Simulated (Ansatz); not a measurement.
# C6H4OTi: small, medium and large basis sets

Aim: see how fast density functionals converge with the basis set for C6H4OTi.

Program: Ansatz 0.2.0, Gaussian basis. Level of theory: one geometry, several basis sets. These are calculated values, not measurements.

Levels to be run: PBE0-D4/def2-SVP; ωB97M-V/def2-SVP; PBE0-D4/def2-QZVPP; ωB97M-V/def2-QZVPP; the functionals' def2-TZVPP values are taken from earlier runs.

**1. Structure used throughout**

An earlier PBE0-D4 in a triple-zeta def2 set relaxation fixed the geometry.

12 atoms, charge 0, spin multiplicity 1.

Atoms are counted from 1 here; the program's logs count them from 0.

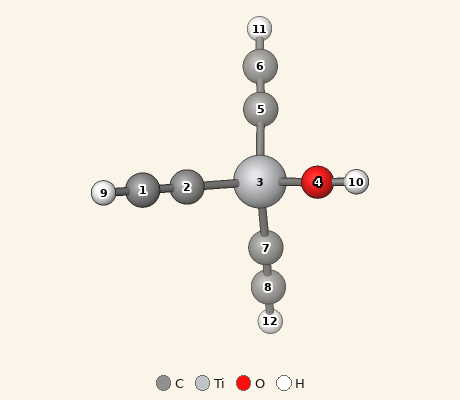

The structure; carbon grey, titanium light grey, oxygen red, hydrogen white; atoms are numbered from 1 in the order of the file.

**2. PBE0-D4 in def2-SVP**

The input, in.yaml:

```yaml
crystal:
  periodic: [false, false, false]
  atoms:
    - {symbol: C, position_ang: [-0.830181, 0.913781, 2.902940]}
    - {symbol: C, position_ang: [-0.366223, 0.685324, 1.802975]}
    - {symbol: Ti, position_ang: [0.374055, 0.275954, -0.033382]}
    - {symbol: O, position_ang: [1.783942, 1.253104, -0.344582]}
    - {symbol: C, position_ang: [-1.030356, 0.656413, -1.436545]}
    - {symbol: C, position_ang: [-1.891424, 0.864237, -2.269178]}
    - {symbol: C, position_ang: [0.873164, -1.679461, -0.148279]}
    - {symbol: C, position_ang: [1.145615, -2.862418, -0.213888]}
    - {symbol: H, position_ang: [-1.242441, 1.109686, 3.867424]}
    - {symbol: H, position_ang: [2.536158, 1.588641, -0.829525]}
    - {symbol: H, position_ang: [-2.652553, 1.042256, -2.995596]}
    - {symbol: H, position_ang: [1.377343, -3.902619, -0.268465]}
basis:
  gaussian: {orbitals: def2-SVP}
hamiltonian: {xc: pbe0, dispersion: d4}
output: {orbitals: {seedname: orbitals}}
```

Launch:

```bash
$ ansatz run in.yaml --threads 4 --pin off --events-out ev --progress --plain --max-ram 11315MiB
```

Standard output:

```text
Functional definition: PBE0
  name "PBE0"
  cite "Adamo & Barone, J. Chem. Phys. 110, 6158 (1999) doi:10.1063/1.478522"
  cite "Perdew, Burke & Ernzerhof, Phys. Rev. Lett. 77, 3865 (1996) doi:10.1103/PhysRevLett.77.3865"
  parent pbe
  parameter a = 0.25
  parameter kappa = 0.804
  parameter beta = 0.06672455060314922
  exchange = (1 - a)*pbe_x(kappa = kappa, mu = beta*pi^2/3) + a*exact_x
  correlation = pbe_c(beta = beta)
1778 factors; their error is unknown
mean field evaluation 1: about -31402.1786 eV, gradient 8.4e1 eV
mean field evaluation 2: about -31053.5105 eV, gradient 4.3e2 eV
mean field evaluation 4: about -31412.1612 eV, gradient 5.5e1 eV
mean field evaluation 8: about -31419.8239 eV, gradient 2.1e-1 eV
mean field evaluation 16: about -31419.9058 eV, gradient 5.5e-4 eV
mean field -31419.90575685 eV, -1154.6602393872 hartree, gradient 3.5e-5 eV, S^2 0.000000; 0 other end points of the search recorded, 0 dependent functions left out
reference -31419.90579796 eV, -1154.6602408978 hartree; 35, 35 occupied and 114, 114 virtual orbitals, 1778 factors
Total energy: -31420.17939157 eV, -1154.6702952776 hartree
```

It took 2.9 s on 4 threads of Arm Neoverse V1, shared host.

**3. ωB97M-V in def2-SVP**

Changes to in.yaml since step 2:

```diff
@@ -17,3 +17,3 @@
   gaussian: {orbitals: def2-SVP}
-hamiltonian: {xc: pbe0, dispersion: d4}
+hamiltonian: {xc: {name: wB97M-V}}
 output: {orbitals: {seedname: orbitals}}
```

Same command.

Standard output, shortened:

```text
Functional definition: wB97M-V
  name "wB97M-V"
  cite "Mardirossian & Head-Gordon, J. Chem. Phys. 144, 214110 (2016) doi:10.1063/1.4952647"
  cite "Becke, J. Chem. Phys. 107, 8554 (1997) doi:10.1063/1.475007"
  cite "Vydrov & Van Voorhis, J. Chem. Phys. 133, 244103 (2010) doi:10.1063/1.3521275"
  # Of w^i u^j: cxij and so on, Table III.
[...]
  gx(w, u) = 1 - cx + cx01*u + cx10*w
  gss(w, u) = css00 + css04*u^4 + css10*w + css20*w^2 + css43*w^4*u^3
  gos(w, u) = cos00 + cos10*w + (cos20 + cos21*u)*w^2 + (cos60 + cos61*u)*w^6
[...]
      + integral(e_c_pw_mod_opposite_spin*gos(b97_w_opposite, b97_u_opposite)) + vv10(b, c)
1768 factors; their error is unknown
338 factors; integrals over basis functions are off by at most 2.2e-5 eV
[...]
mean field -31430.86179651 eV, -1155.0628664186 hartree, gradient 4.1e-5 eV, S^2 0.000000; 0 other end points of the search recorded, 0 dependent functions left out
reference -31430.86186630 eV, -1155.0628689832 hartree; 35, 35 occupied and 114, 114 virtual orbitals, 1768 factors
Total energy: -31430.86186630 eV, -1155.0628689832 hartree
```

Run time: 12 s. Hardware: 4 threads of Arm Neoverse V1, shared host.

**4. PBE0-D4 in def2-QZVPP**

Changes to in.yaml since step 3:

```diff
@@ -16,4 +16,4 @@
 basis:
-  gaussian: {orbitals: def2-SVP}
-hamiltonian: {xc: {name: wB97M-V}}
+  gaussian: {orbitals: "def2-QZVPP.json"}
+hamiltonian: {xc: pbe0, dispersion: d4}
 output: {orbitals: {seedname: orbitals}}
```

Same command.

Standard output:

```text
Functional definition: PBE0
  name "PBE0"
  cite "Adamo & Barone, J. Chem. Phys. 110, 6158 (1999) doi:10.1063/1.478522"
  cite "Perdew, Burke & Ernzerhof, Phys. Rev. Lett. 77, 3865 (1996) doi:10.1103/PhysRevLett.77.3865"
  parent pbe
  parameter a = 0.25
  parameter kappa = 0.804
  parameter beta = 0.06672455060314922
  exchange = (1 - a)*pbe_x(kappa = kappa, mu = beta*pi^2/3) + a*exact_x
  correlation = pbe_c(beta = beta)
1991 factors; their error is unknown
mean field evaluation 1: about -31412.4986 eV, gradient 1.0e2 eV
mean field evaluation 2: about -31069.0756 eV, gradient 5.0e2 eV
mean field evaluation 4: about -31424.8209 eV, gradient 6.2e1 eV
mean field evaluation 8: about -31433.4793 eV, gradient 2.1e-1 eV
mean field evaluation 16: about -31433.5201 eV, gradient 3.9e-3 eV
mean field -31433.52005443 eV, -1155.1605555950 hartree, gradient 8.5e-5 eV, S^2 0.000000; 0 other end points of the search recorded, 0 dependent functions left out
reference -31433.52010415 eV, -1155.1605574223 hartree; 35, 35 occupied and 577, 577 virtual orbitals, 1991 factors
Total energy: -31433.79369776 eV, -1155.1706118021 hartree
```

Wall time 21 s (4 threads of Arm Neoverse V1, shared host); peak memory 2.9 GiB.

**5. ωB97M-V in def2-QZVPP**

Changes to in.yaml since step 4:

```diff
@@ -17,3 +17,3 @@
   gaussian: {orbitals: "def2-QZVPP.json"}
-hamiltonian: {xc: pbe0, dispersion: d4}
+hamiltonian: {xc: {name: wB97M-V}}
 output: {orbitals: {seedname: orbitals}}
```

Launched as before.

Standard output, shortened:

```text
Functional definition: wB97M-V
  name "wB97M-V"
  cite "Mardirossian & Head-Gordon, J. Chem. Phys. 144, 214110 (2016) doi:10.1063/1.4952647"
  cite "Becke, J. Chem. Phys. 107, 8554 (1997) doi:10.1063/1.475007"
  cite "Vydrov & Van Voorhis, J. Chem. Phys. 133, 244103 (2010) doi:10.1063/1.3521275"
  # Of w^i u^j: cxij and so on, Table III.
[...]
  gx(w, u) = 1 - cx + cx01*u + cx10*w
  gss(w, u) = css00 + css04*u^4 + css10*w + css20*w^2 + css43*w^4*u^3
  gos(w, u) = cos00 + cos10*w + (cos20 + cos21*u)*w^2 + (cos60 + cos61*u)*w^6
[...]
      + integral(e_c_pw_mod_opposite_spin*gos(b97_w_opposite, b97_u_opposite)) + vv10(b, c)
1979 factors; their error is unknown
468 factors; integrals over basis functions are off by at most 1.7e-5 eV
[...]
mean field -31444.72637604 eV, -1155.5723803185 hartree, gradient 6.4e-5 eV, S^2 0.000000; 0 other end points of the search recorded, 0 dependent functions left out
reference -31444.72645742 eV, -1155.5723833092 hartree; 35, 35 occupied and 577, 577 virtual orbitals, 1979 factors
Total energy: -31444.72645742 eV, -1155.5723833092 hartree
```

Run time: 48 s. Hardware: 4 threads of Arm Neoverse V1, shared host; peak memory 3.2 GiB.

**6. Density functionals: the series**

The def2-TZVPP values come from earlier runs at the same geometry.

| functional | basis | functions | energy (eV) | from the largest (eV) | HOMO (eV) | LUMO (eV) |
| --- | --- | --- | --- | --- | --- | --- |
| PBE0-D4 | def2-SVP | 149 | -31420.1794 | 13.614 | -7.88 | -2.87 |
| PBE0-D4 | def2-TZVPP | 337 | -31432.9170 | 0.877 | -7.97 | -2.94 |
| PBE0-D4 | def2-QZVPP | 612 | -31433.7937 | 0.000 | -7.98 | -2.96 |
| ωB97M-V | def2-SVP | 149 | -31430.8619 | 13.865 | -10.04 | -0.78 |
| ωB97M-V | def2-TZVPP | 337 | -31443.9223 | 0.804 | -10.15 | -0.90 |
| ωB97M-V | def2-QZVPP | 612 | -31444.7265 | 0.000 | -10.16 | -0.93 |

**7. What came out**

```
                                       quantity           value
PBE0-D4: double and triple zeta above quadruple  13.61, 0.88 eV
ωB97M-V: double and triple zeta above quadruple  13.86, 0.80 eV
```

What this shows: For PBE0-D4 the step from double to triple zeta gains 12.74 eV and the next only 0.88 eV. These are total energies; as a rule much of such shifts cancels in differences, which this series doesn't test.

For PBE0-D4 the largest set took about 7 times as long as the smallest (21 s against 2.9 s).
